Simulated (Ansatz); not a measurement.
System: Tb$_{5}$C.

Input file:

```
crystal:
  lattice:
    - [6.1252038205, 0.0, 0.0]
    - [-3.0626019103, 5.3045821119, 0.0]
    - [0.0, 0.0, 5.9477558089]
  atoms:
    - { symbol: Tb, position: [0.5, 0.0, 0.5] }
    - { symbol: Tb, position: [0.5, 0.5, 0.5] }
    - { symbol: Tb, position: [0.0, 0.5, 0.5] }
    - { symbol: Tb, position: [0.3333333333, 0.6666666667, 0.0] }
    - { symbol: Tb, position: [0.6666666667, 0.3333333333, 0.0] }
    - { symbol: C, position: [0.0, 0.0, 0.0] }
basis:
  ecutwfc: 690
kpoints:
  mp_grid: { grid: [6, 6, 6] }
hamiltonian:
  xc: pbe
  pseudopotentials:
    kind: paw
    azcp: { Tb: "pseudopotentials/pbe/nc/lanthanide_3plus/Tb.nc.azcp" }
scf:
  occupations: { method: gaussian, width: 0.1 }
output:
  forces: true
  stress: true
  eigenvalues: true
  write_density: true
  write_potential: true
  elf: true
  volumetric_format: npy
relax:
  adjacent_minimum: "off"
  f_tol: 0.01
  max_steps: 80
  cell: { stress_tol: 0.05 }
```

Launched as:

```sh
ansatz run input.yaml --threads 1 --pin off --max-ram 2560MiB --backend cpu --events-out ev --progress --plain --runs-dir out
```

Below, planes, directions and counts refer to the conventional cell (a = 6.13 Å, b = 6.13 Å, c = 5.95 Å, α = 90.00°, β = 90.00°, γ = 120.00°).

Space group P6/mmm; a structure generated by program, which may or may not match a known phase; computed without spin polarisation; no Hubbard U on the f states and no spin–orbit coupling.

Theory: Ansatz 0.2.0, DFT PBE, scalar-relativistic, plane waves, PAW; 4f electrons in the core of a trivalent norm-conserving potential.

What can the converged valence pseudo-density and electron localisation function tell about the bonding?

Answer. Tb–C (3.54 Å): ρ is about 0.07 e/Å³ halfway; the ELF is about 0.15 at the midpoint; no localised pair shows between them.

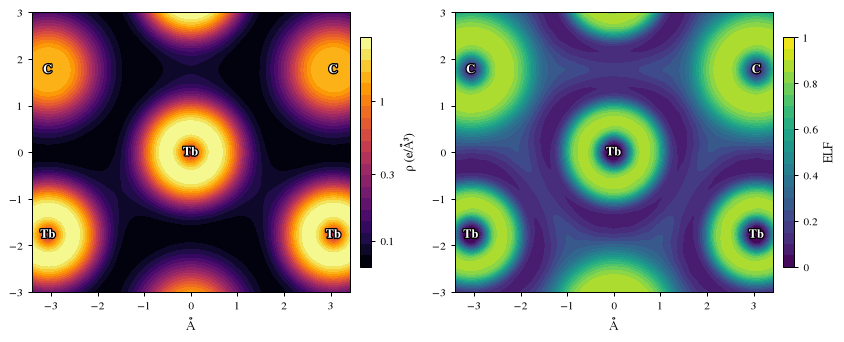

Computed valence pseudo-density and electron localisation function on the (001) plane of the conventional cell, in this order. 

Core electrons are replaced by pseudopotentials, and the valence fields are smoothed inside the atomic spheres.
